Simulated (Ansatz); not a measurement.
# MoW5: from a guess to a relaxed structure, part 2 of 2

Aim: relax a trial structure of MoW5 and see where it ends, then test the end with a random kick.

Ansatz 0.2.0; DFT PBE, scalar-relativistic, plane waves, PAW. The steps go on from the part before.

## 7. Kicked and relaxed without symmetry

Atoms are moved at random (σ = 0.05 Å a coordinate) and the cell is strained at random (σ = 1.5 % a component).

Contents of input.yaml:

```yaml
crystal:
  lattice:
    - [3.2324433117, 0.0447529046, 0.053677391]
    - [0.0447529046, 3.1723800777, -0.027044336]
    - [0.3221411188, -0.1623046966, 18.8782391787]
  atoms:
    - { symbol: Mo, position: [0.4967287313, 0.5121542221, 0.2496192882] }
    - { symbol: Mo, position: [0.5068385769, 0.4918609899, 0.7496434138] }
    - { symbol: W, position: [-0.0021896155, -0.0034976363, 0.3333337452] }
    - { symbol: W, position: [-0.0003007214, -0.0216387516, 0.8315694481] }
    - { symbol: W, position: [0.5126562332, 0.5060911234, 0.4128576274] }
    - { symbol: W, position: [0.506122656, 0.5049861511, 0.9176601566] }
    - { symbol: W, position: [0.0144787734, 0.0018000853, -0.0038479828] }
    - { symbol: W, position: [-0.0134736012, -0.0297500114, 0.5046738392] }
    - { symbol: W, position: [0.496003776, 0.5282284907, 0.0842858765] }
    - { symbol: W, position: [0.5049673844, 0.5178338685, 0.5863119275] }
    - { symbol: W, position: [-0.0143586895, 0.0039108907, 0.1661990236] }
    - { symbol: W, position: [-0.0074735037, -0.0119794226, 0.6676936368] }
basis:
  ecutwfc: 420
kpoints:
  mp_grid: { grid: [6, 6, 1] }
hamiltonian:
  xc: pbe
scf:
  occupations: { method: gaussian, width: 0.2 }
  lower_state_search: "off"
output:
  forces: true
  stress: true
  eigenvalues: true
relax:
  adjacent_minimum: "off"
  f_tol: 0.025
  max_steps: 60
  cell: { stress_tol: 0.25 }
```

Launch:

```sh
$ ansatz run input.yaml --threads 4 --pin off --max-ram 8192MiB --backend cpu --events-out ev --progress --plain --runs-dir out
```

Standard output:

```text
Warning: RAYON_NUM_THREADS=4 ignored (pool sized by the plan → 4); use --threads N
Engine: ansatz 0.2.0, x86_64-unknown-linux-gnu
Pseudopotentials: kind: paw
Pseudopotential: Mo, paw, valence charge 14, recommended cutoff 420 eV (normal), Mo.paw.azcp
Pseudopotential: W, paw, valence charge 14, recommended cutoff 420 eV (normal), W.paw.azcp
Functional definition: PBE
  parameter kappa = 0.804
  parameter beta = 0.06672455060314922
  exchange = pbe_x(kappa = kappa, mu = beta*pi^2/3)
  correlation = pbe_c(beta = beta)
Crystal: 12 atoms, lattice volume = 193.480 Å³
Basis set: ecut = 420 eV, 3801 PW (Γ), exchange–correlation on 48×48×256 points (8 copies of the dense FFT grid, shifted against one another)
Bands: 101, of which v1, the nominal top of the filled ones, is band 84 counted from 1 (83 counted from 0)
Symmetry: 1 space group operations
Space group: P1 (ITA 1), of the structure as read, at distance tolerance 5.8e-5 Å
k-points: 20 of 36 (time reversal used)
Non-local potential: Mo, projectors of the file, l = 0: 3, l = 1: 2, l = 2: 2, l = 3: 1
Non-local potential: W, projectors of the file, l = 0: 3, l = 1: 2, l = 2: 2, l = 3: 1
PAW form: soft (Blöchl's): semilocal exchange-correlation on the pseudo side does not see the compensation charge
PAW one-centre angular grid: Mo, 590 points (default); XC on 64 Gauss nodes
PAW one-centre angular grid: W, 590 points (default); XC on 64 Gauss nodes
Initial density: superposition of atomic densities (neutral atoms: chi_scale 0, normalization atom), corrected by the library's trained network
Initial wavefunctions: pseudopotential atomic-orbital guess
Functional: x = pbe(κ = 0.804, μ = 0.2195149727645171), c = pbe(β = 0.06672455060314922)
SCF iter   1: F=—  HF=-113759.796408 eV  |F-HF|=—  |Δ(HF+E_count)|=         —  Δρ=3.35e-3  dr2=6.31e-2  ethr=1.77e-3  ⟨swp⟩=4.1  Hψ=7168  notcnv=0
preconditioner: auto → Kerker (q_TF=auto, 2.665 Å⁻¹)  [metal: Δε(μ)=0.013 eV  Ē_g=4.916 eV  σ=0.200 eV  W_gap=0.04  n_scr=60 (ndim 8)  ℏωp=22.7 eV  f_vac=0.000  D(μ)=5.45/eV (n_scr^D=40)]
SCF iter   2: F=—  HF=-113759.791994 eV  |F-HF|=—  |Δ(HF+E_count)|=   4.41e-3  Δρ=1.85e-3  dr2=2.13e-2  ethr=3.75e-5  ⟨swp⟩=1.0  Hψ=2340  notcnv=0
SCF iter   3: F=—  HF=-113759.790661 eV  |F-HF|=—  |Δ(HF+E_count)|=   1.33e-3  Δρ=2.19e-4  dr2=2.98e-4  ethr=1.27e-5  ⟨swp⟩=2.0  Hψ=2262  notcnv=0
SCF iter   4: F=—  HF=-113759.790614 eV  |F-HF|=—  |Δ(HF+E_count)|=   4.69e-5  Δρ=5.09e-5  dr2=3.65e-5  ethr=1.77e-7  ⟨swp⟩=2.1  Hψ=2699  notcnv=0
SCF iter   5: F=—  HF=-113759.790626 eV  |F-HF|=—  |Δ(HF+E_count)|=   1.21e-5  Δρ=1.60e-5  dr2=1.29e-6  ethr=2.17e-8  ⟨swp⟩=2.0  Hψ=2144  notcnv=0
SCF iter   6: F=-113759.790626 eV  HF=-113759.790626 eV  |F-HF|=8.17e-8  |Δ(HF+E_count)|=   1.40e-7  Δρ=3.16e-6  dr2=9.22e-8  ethr=5.95e-11  ⟨swp⟩=9.7  Hψ=8318  notcnv=0
SCF 1 converged in 6 iterations: F = -113759.790626 eV  dr2 = 9.22e-8
relax step   1: F+E_penalty+E_count = -113759.79062590 eV  Δ(F+E_penalty+E_count) = +0.000e0 eV  max|allowed force component| = 1.777e0 eV/Å  Δτ_max = 0.0000 Å  P = +0.445 GPa  Ω = 193.480 Å³  (6 SCF iters, dr2 threshold 1.00e-7 eV, accepted)
[... 14 lines left out ...]
relax step   2: F+E_penalty+E_count = -113760.12702054 eV  Δ(F+E_penalty+E_count) = -3.364e-1 eV  max|allowed force component| = 2.572e0 eV/Å  Δτ_max = 0.1935 Å  P = +4.129 GPa  Ω = 190.650 Å³  energy of the carried Pulay correction = +1.229e-3 eV  (7 SCF iters, dr2 threshold 1.20e-6 eV, accepted)
[... 12 lines left out ...]
relax step   3: F+E_penalty+E_count = -113760.51514272 eV  Δ(F+E_penalty+E_count) = -3.881e-1 eV  max|allowed force component| = 3.264e-2 eV/Å  Δτ_max = 0.0962 Å  P = +0.166 GPa  Ω = 192.698 Å³  energy of the carried Pulay correction = +3.378e-4 eV  (7 SCF iters, dr2 threshold 1.20e-6 eV, accepted)
[... 12 lines left out ...]
relax step   4: F+E_penalty+E_count = -113760.51541354 eV  Δ(F+E_penalty+E_count) = -2.708e-4 eV  max|allowed force component| = 6.470e-3 eV/Å  Δτ_max = 0.0028 Å  P = -0.159 GPa  Ω = 192.908 Å³  energy of the carried Pulay correction = +2.470e-4 eV  (6 SCF iters, dr2 threshold 5.92e-7 eV, accepted)
[... 16 lines left out ...]
relax step   5: F+E_penalty+E_count = -113760.51526180 eV  Δ(F+E_penalty+E_count) = +1.517e-4 eV  max|allowed force component| = 6.453e-3 eV/Å  Δτ_max = 0.0000 Å  P = -0.159 GPa  Ω = 192.908 Å³  stress off target by 2.39e-1 GPa  SCF on the basis re-selected at this cell (its energy is not comparable with the rows above)  (8 SCF iters)
basis re-selected at this cell: Δ(F+E_penalty+E_count) = +1.517e-4 eV, ΔP = -0.000 GPa vs the last step (what re-selecting the basis moved, of the pressure what is left beyond the Pulay correction that the steps carried, after the strain that the cell walked since its last selection, with what the two solves' SCF thresholds leave and, on support functions, any second-order correction that the steps lacked; it is no measure of the basis error at this ecutwfc). This SCF's stress stands 2.39e-1 GPa from its target on what of the cell is left free (relax.cell.stress_tol is 2.50e-1 GPa) and its largest allowed force component is 6.45e-3 eV/Å (relax.f_tol is 2.50e-2 eV/Å): within both
SCF converged after 8 iterations
Free energy (F): -113760.515262 eV
Harris-Foulkes:  -113760.515262 eV  (|F-HF|=2.91e-11)
Internal energy: -113760.418291 eV  (E = F + TS)
E sigma→0 (E₀):  -113760.466776 eV
Entropy (-TS):   -0.096971 eV (-8.081 meV/atom)
Fermi energy:    21.972807 eV
--- Per-component energies (eV) ---
  E_band       = -989.935802
  E_kinetic    = 5375.705852
  E_local      = -7691.154008  (includes V_loc(G=0)·N_el)
  E_nonlocal   = 287.842453
  E_hartree    = 2709.005137
  E_xc         = -3035.190379
  E_vxc        = -2844.377169  (∫ρ·V_xc dr)
  E_paw        = -92026.100173  (= ΣΔE_a)
  E_vpaw       = -1535.962660  (= ΣTr[D̂ρ^β])
  E_aug_tail   = -0.000543  (compensation charges beyond the density's cutoff)
  E_ewald      = -19380.526629
  E_smearing   = -0.096971  (= −TS)
  E_closure    = 0.000000  (closes the sum)
  Σ components = -113760.515262   (vs F -113760.515262, Δ=0.00e0)
--- Forces (eV/Å), atoms counted from 1 ---
  atom   1  Mo     0.00115161     0.00000992     0.00270544
  atom   2  Mo     0.00038028    -0.00006808    -0.00184218
  atom   3  W     -0.00001466     0.00035834     0.00019031
  atom   4  W     -0.00030090     0.00103421    -0.00642724
  atom   5  W     -0.00070438    -0.00024179     0.00282005
  atom   6  W     -0.00040043     0.00213547    -0.00340222
  atom   7  W     -0.00011609    -0.00103209    -0.00023433
  atom   8  W     -0.00122675     0.00036730     0.00041054
  atom   9  W     -0.00106833    -0.00140695    -0.00033716
  atom  10  W      0.00043317    -0.00094157    -0.00128084
  atom  11  W      0.00069447    -0.00010967     0.00645270
  atom  12  W      0.00117200    -0.00010508     0.00094493
  max |Σ_I F_I| component: 5.73e-9 eV/Å
--- Stress (GPa, compression-positive) ---
       -0.127258      -0.001915      -0.000681
       -0.001915      -0.111589      -0.003142
       -0.000681      -0.003142      -0.238786
  P = ⅓ Tr σ = -0.1592 GPa (-1.592 kbar)
--- Band table (eV; the first three rows and the last of 20) ---
  k-point 0: bands = ["-52.1499", "-52.1477", "-52.1307", "-52.1270", "-52.0738", "-52.0716", "-51.9948", "-51.9937", "-51.9455", "-51.9450", "-39.0744", "-39.0744", "-16.6396", "-16.6225", "-16.6071", "-16.5868", "-16.5867", "-16.5797", "-16.5796", "-16.5584", "-16.4639", "-16.4576", "-16.4575", "-16.4384", "-16.4383", "-16.4099", "-16.2544", "-16.2543", "-16.2319", "-16.2319", "-16.1757", "-16.1465", "-16.0177", "-16.0176", "-16.0025", "-16.0024", "-15.8918", "-15.8853", "-15.8394", "-15.8393", "-15.8344", "-15.8344", "-13.1711", "-13.1707", "-13.0260", "-13.0259", "-13.0259", "-13.0258", "12.7074", "13.0918", "13.6943", "14.8469", "15.4119", "16.3157", "16.3168", "16.6074", "16.7130", "16.7458", "16.8276", "16.9077", "17.2677", "17.5965", "17.6198", "17.7083", "17.7104", "19.2362", "19.2612", "20.6484", "20.6489", "20.6917", "20.6922", "20.7105", "20.7111", "20.7307", "20.7808", "20.7813", "20.8262", "20.8267", "20.9733", "21.0870", "21.1962", "21.2671", "21.3849", "21.3853", "21.4835", "21.4839", "21.8292", "21.9572", "22.7396", "22.7399", "22.9297", "22.9300", "23.0899", "23.1200", "23.2350", "23.3176", "24.0309", "24.0637", "24.2085", "24.5425", "24.6511"]
[... 3 lines left out ...]
--- Relaxed structure (4 steps of the walk, 4 accepted, 1 SCFs on fresh bases) ---
  F+E_penalty+E_count = -113760.51526180 eV   max|allowed force component| = 6.453e-3 eV/Å   (the final SCF, on the basis selected at the relaxed cell)
  cell:  # Å, volume = 192.9079 Å³
    - [3.178877274635285, 2.341804669835952e-5, 2.869728902867713e-5]
    - [2.4226151128476942e-5, 3.1787422803284193, 2.3223424383166796e-5]
    - [-5.050367319120452e-5, 0.0002578086057696827, 19.090658630980947]
  atoms:
    - { symbol: Mo, position: [0.4999540587037946, 0.5000467242932433, 0.24996980942114094] }
    - { symbol: Mo, position: [0.4999621006425897, 0.4999405794725544, 0.7500280287101205] }
    - { symbol: W, position: [-1.6113065817787106e-7, 3.101403331161218e-5, 0.33303495402042427] }
    - { symbol: W, position: [8.118310434190284e-6, -0.00011292435511770342, 0.8330983913413436] }
    - { symbol: W, position: [0.5000361077840964, 0.5000328618930331, 0.4164163369248808] }
    - { symbol: W, position: [0.5000317875956644, 0.49989042483422214, 0.9164662273119544] }
    - { symbol: W, position: [3.6116260624173126e-5, 9.57453876040875e-6, 8.42393948470761e-6] }
    - { symbol: W, position: [3.914035425685395e-5, 2.027926385844292e-5, 0.49999201348017835] }
    - { symbol: W, position: [0.5000392794544456, 0.5000703129738537, 0.08355499603478088] }
    - { symbol: W, position: [0.4999783134559997, 0.5000289080884996, 0.5835680753234391] }
    - { symbol: W, position: [-2.120069560151932e-5, 5.8038008928117715e-5, 0.1669085738990121] }
    - { symbol: W, position: [-6.366083564587248e-5, -1.579324514717135e-5, 0.6669541696932401] }
```

It took 28 s on 4 threads of Intel Xeon 6975P-C (Granite Rapids), shared host; peak memory 0.92 GiB.

Step by step:

| step | energy from step 1 (eV/cell) | largest force component (eV/Å) | pressure (GPa) | volume (Å³) |
| --- | --- | --- | --- | --- |
| 1 | 0.0000 | 1.7770 | 0.45 | 193.48 |
| 2 | -0.3364 | 2.5721 | 4.13 | 190.65 |
| 3 | -0.7245 | 0.0326 | 0.17 | 192.70 |
| 4 | -0.7248 | 0.0065 | -0.16 | 192.91 |
| 5 | -0.7246 | 0.0065 | -0.16 | 192.91 |

Step 1 is the start. Step 5 repeats the geometry before it on a plane-wave basis chosen anew for that cell, so its energy need not be comparable with the rows above.

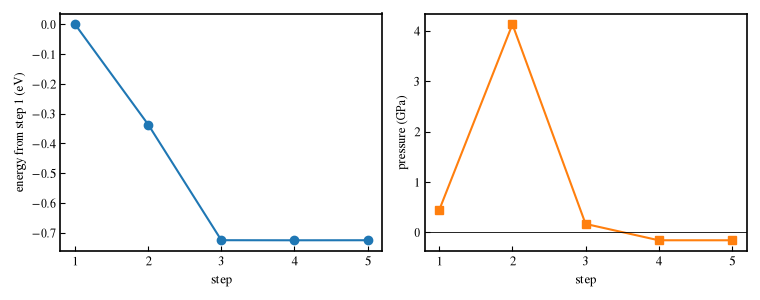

Energy and pressure along the relaxation.

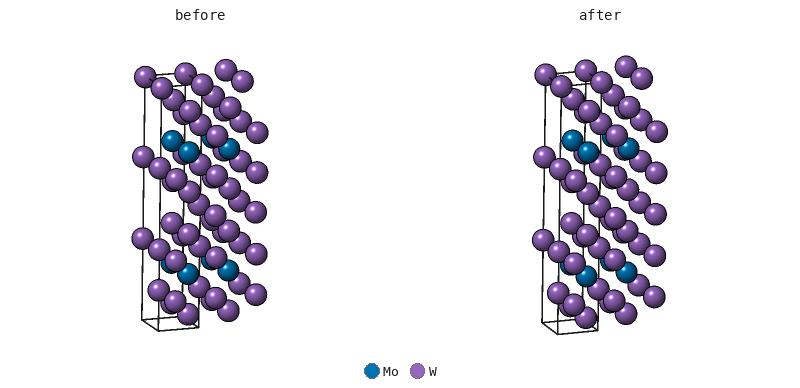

The structure before (left) and after (right) the relaxation, drawn at the same scale.

|  | before | after | change |
| --- | --- | --- | --- |
| a (Å) | 3.233 | 3.179 | -1.7 % |
| b (Å) | 3.173 | 3.179 | +0.2 % |
| c (Å) | 18.882 | 19.091 | +1.1 % |
| α (°) | 90.97 | 90.00 | -1.1 % |
| β (°) | 88.08 | 90.00 | +2.2 % |
| γ (°) | 88.41 | 90.00 | +1.8 % |
| volume (Å³/atom) | 16.12 | 16.08 | -0.3 % |
| shortest distance (Å) | 2.614 | 2.751 | +5.2 % |
| space group (0.01 Å) | P1 | P4/mmm | changed |

Change from the reference: 0.0 meV/atom, -0.0 % in volume. At a tolerance of 0.1 Å, which suits this loose relaxation, its space group is P4/mmm.

## 8. What came out

The summary covers parts 1 to 2.

| quantity | value |
| --- | --- |
| symmetry at the end (tolerance 0.05 Å) | space group P4/mmm (No. 123) |
| conventional cell | a = 3.180 Å, b = 3.180 Å, c = 9.542 Å, α = 90.00°, β = 90.00°, γ = 90.00° |
| volume | 16.08 Å³/atom |
| energy over the elements | 0.00 eV/atom |
| gap on the mesh | none (metal) |

**Reading.** The space group P4/mmm (No. 123) is kept, at nearly the size of the first guess. The formation energy of this structure is too near zero to say whether it is bound against the elements. It survived the kick, though modes of other wave vectors, which need another repeat, weren't probed. The runs treat W without spin-orbit coupling. Other magnetic orders were not searched.
